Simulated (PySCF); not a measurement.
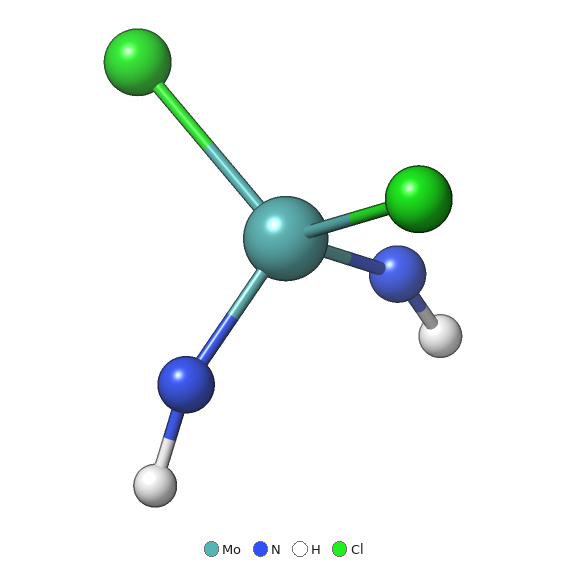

A molecule with one transition-metal atom. Charge 0, singlet. Computed geometry: PBE0-D3(BJ)/def2-SVP optimisation. No frequency run is at hand to confirm it as a minimum.

Question. Describe the coordination sphere.

Answer. Mo binds 4 atoms: 2 N at 1.71 Å, 2 Cl at 2.28 Å. The arrangement is tetrahedral.

Question. Give the formal oxidation state and the d-electron count.

Answer. Mo(VI), d⁰, counting the ligands as closed-shell ions or neutral donors.
